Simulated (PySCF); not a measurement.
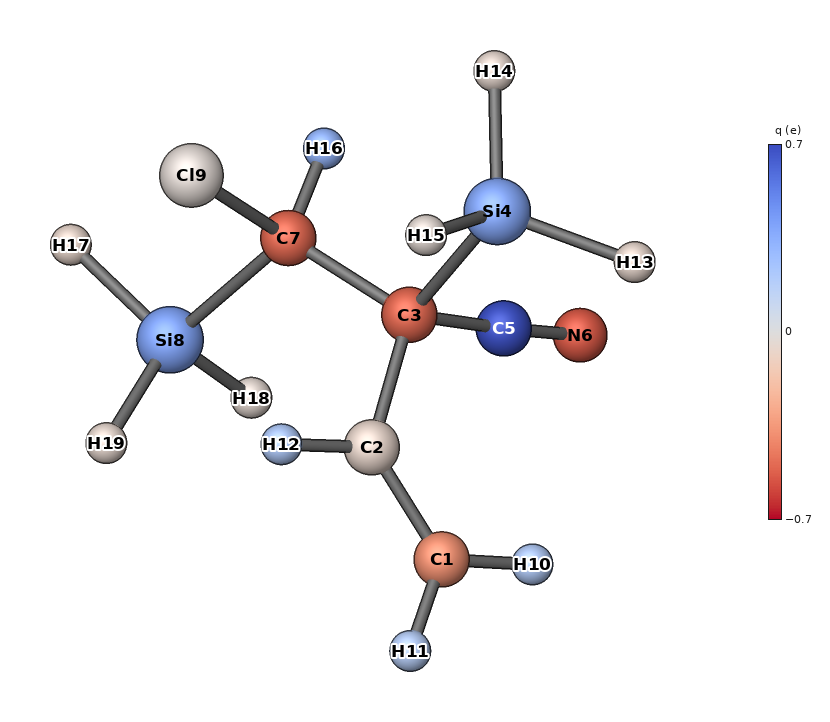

Atoms are coloured by their ESP-fitted charges. The computed structure is the end point of a GFN2-xTB optimisation. No frequency run is at hand to confirm it as a minimum. Level of theory: PBE0/pcSseg-1, gas phase (PySCF 2.14.0).

List the ESP-fitted charges.

```csv
atom,value (e)
C1,−0.37
C2,−0.06
C3,−0.49
Si4,0.36
C5,0.67
N6,−0.54
C7,−0.49
Si8,0.38
Cl9,−0.03
H10,0.19
H11,0.17
H12,0.20
H13,−0.06
H14,−0.05
H15,−0.03
H16,0.30
H17,−0.06
H18,−0.04
H19,−0.05
```

The geometry is semi-empirical. Around Si such bond lengths and angles can be off by a tenth of an ångström or more and by several degrees, and values that hang on the shape move with them.
